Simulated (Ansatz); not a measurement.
**r2SCAN0/cc-pVDZ run of C2H6AlCl (dimethylaluminum chloride)**

Aim: the vertical ionisation energy of C2H6AlCl (dimethylaluminum chloride) at r2SCAN0/cc-pVDZ, from 2 runs. 

Program for the calculation: Ansatz 0.2.0.

56 further runs of the same task are left out: 56 set aside as unsound or not needed.

## (1) Starting point

C2H6AlCl has 10 atoms, charge 0, and is taken as a singlet. SMILES: `[CH3][Al]([CH3])[Cl]`. The coordinates come from a PBE0-D4/def2-TZVP relaxation.

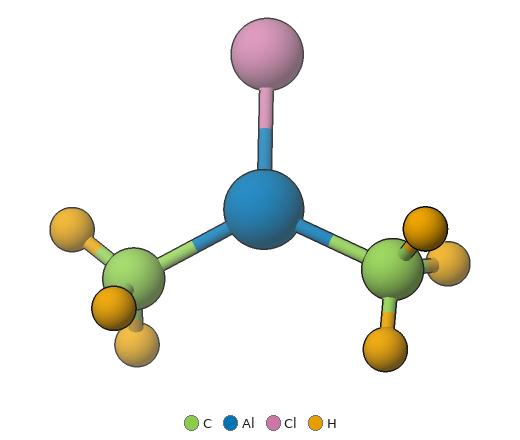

The structure, seen from a chosen angle (carbon green, aluminium blue, chlorine pink, hydrogen amber).

## (2) A single-point energy at r2SCAN0/cc-pVDZ

run.yaml reads:

```yaml
crystal:
  periodic: [false, false, false]
  atoms:
    - {symbol: C, position_ang: [-0.517700, 1.358200, -0.989200]}
    - {symbol: Al, position_ang: [-0.252300, -0.446600, -0.322400]}
    - {symbol: C, position_ang: [0.742200, -0.932200, 1.273500]}
    - {symbol: Cl, position_ang: [-1.112300, -2.038200, -1.415400]}
    - {symbol: H, position_ang: [-1.121400, 1.383800, -1.898300]}
    - {symbol: H, position_ang: [-1.010200, 1.981400, -0.235400]}
    - {symbol: H, position_ang: [0.443800, 1.835600, -1.206000]}
    - {symbol: H, position_ang: [0.102400, -1.471200, 1.979300]}
    - {symbol: H, position_ang: [1.158700, -0.063300, 1.788800]}
    - {symbol: H, position_ang: [1.566900, -1.607500, 1.025200]}
basis:
  gaussian: {orbitals: cc-pVDZ}
output: {orbitals: {seedname: orbitals}}
hamiltonian: {xc: {name: r2SCAN0}}
accuracy: high
```

Command:

```bash
$ ansatz run run.yaml --threads 1 --pin off --max-ram 3480MiB --events-out events.jsonl --progress --plain --runs-dir runs
```

Log:

```text
Warning: RAYON_NUM_THREADS=1 ignored (pool sized by the plan → 1); use --threads N
Functional definition: r2SCAN0
  name "r2SCAN0"
  parameter a = 0.25
  parameter k0 = 0.174
  parameter k1 = 0.065
  parameter a1 = 4.9479
  exchange = (1 - a)*r2scan_x(k0 = k0, k1 = k1, a1 = a1) + a*exact_x
  correlation = r2scan_c
2223 factors; integrals over basis functions are off by at most 4.2e-9 eV
mean field evaluation 1: about -21282.9056 eV, gradient 5.7e1 eV
mean field evaluation 2: about -21282.7153 eV, gradient 5.4e1 eV
mean field evaluation 4: about -21290.6261 eV, gradient 1.3e0 eV
mean field evaluation 8: about -21290.7854 eV, gradient 4.3e-2 eV
mean field evaluation 16: about -21290.7854 eV, gradient 2.2e-6 eV
mean field -21290.78538202 eV, -782.4219313767 hartree, gradient 5.5e-8 eV, S^2 0.000000; 0 other end points of the search recorded, 0 dependent functions left out
reference -21290.78538274 eV, -782.4219314032 hartree; 24, 24 occupied and 70, 70 virtual orbitals, 2223 factors
Total energy: -21290.78538274 eV, -782.4219314032 hartree
```

It took 20 s on 1 thread of Arm Neoverse V1, shared host; peak memory 0.41 GiB.

## (3) The doublet cation, same level

molecule.yaml reads:

```yaml
crystal:
  periodic: [false, false, false]
  atoms:
    - symbol: C
      position_ang: [-0.517700, 1.358200, -0.989200]
    - symbol: Al
      position_ang: [-0.252300, -0.446600, -0.322400]
    - symbol: C
      position_ang: [0.742200, -0.932200, 1.273500]
    - symbol: Cl
      position_ang: [-1.112300, -2.038200, -1.415400]
    - symbol: H
      position_ang: [-1.121400, 1.383800, -1.898300]
    - symbol: H
      position_ang: [-1.010200, 1.981400, -0.235400]
    - symbol: H
      position_ang: [0.443800, 1.835600, -1.206000]
    - symbol: H
      position_ang: [0.102400, -1.471200, 1.979300]
    - symbol: H
      position_ang: [1.158700, -0.063300, 1.788800]
    - symbol: H
      position_ang: [1.566900, -1.607500, 1.025200]
basis:
  gaussian:
    orbitals: cc-pVDZ
total_charge: 1
magnetization:
  spin_polarized: true
  initial_magnetization: 1
hamiltonian:
  xc: {name: r2SCAN0}
accuracy: high
output: {orbitals: {seedname: orbitals}}
```

Command:

```bash
$ ansatz run molecule.yaml --threads 1 --pin off --max-ram 3480MiB --events-out events.jsonl --progress --plain --runs-dir runs
```

Log:

```text
Warning: RAYON_NUM_THREADS=1 ignored (pool sized by the plan → 1); use --threads N
Functional definition: r2SCAN0
  name "r2SCAN0"
  parameter a = 0.25
  parameter k0 = 0.174
  parameter k1 = 0.065
  parameter a1 = 4.9479
  exchange = (1 - a)*r2scan_x(k0 = k0, k1 = k1, a1 = a1) + a*exact_x
  correlation = r2scan_c
2221 factors; integrals over basis functions are off by at most 4.1e-9 eV
mean field evaluation 1: about -21266.5944 eV, gradient 5.1e1 eV
mean field evaluation 2: about -21257.5264 eV, gradient 6.0e1 eV
mean field evaluation 4: about -21279.8687 eV, gradient 1.1e1 eV
mean field evaluation 8: about -21280.6863 eV, gradient 8.0e-1 eV
mean field evaluation 16: about -21280.8590 eV, gradient 3.5e-3 eV
mean field evaluation 32: about -21280.8590 eV, gradient 1.7e-8 eV
mean field -21280.85904052 eV, -782.0571450548 hartree, gradient 1.8e-8 eV, S^2 0.766574; 2 other end points of the search recorded, 0 dependent functions left out
reference -21280.85904259 eV, -782.0571451309 hartree; 24, 23 occupied and 70, 71 virtual orbitals, 2221 factors
Total energy: -21280.85904259 eV, -782.0571451309 hartree
```

Wall time 49 s (1 thread of Arm Neoverse V1, shared host); peak memory 0.67 GiB.

## (4) What came out

Level: r2SCAN0/cc-pVDZ.

| quantity | value |
| --- | --- |
| singlet C2H6AlCl: total energy | -782.42193 Eh |
| singlet C2H6AlCl: HOMO energy | -8.01 eV |
| singlet C2H6AlCl: LUMO energy | -0.41 eV |
| singlet C2H6AlCl: HOMO–LUMO gap | 7.60 eV |
| doublet cation: total energy | -782.05715 Eh |
| doublet cation: HOMO energy (highest over α and β) | -14.38 eV |
| doublet cation: LUMO energy (lowest over α and β) | -11.80 eV |
| doublet cation: ⟨S²⟩ | 0.767 |
| vertical ionisation energy (to the doublet cation) | 9.926 eV |

The vertical ionisation energy comes to 9.93 eV (958 kJ/mol). −ε(HOMO) before ionisation, 8.01 eV, is 1.91 eV below this ionisation energy.
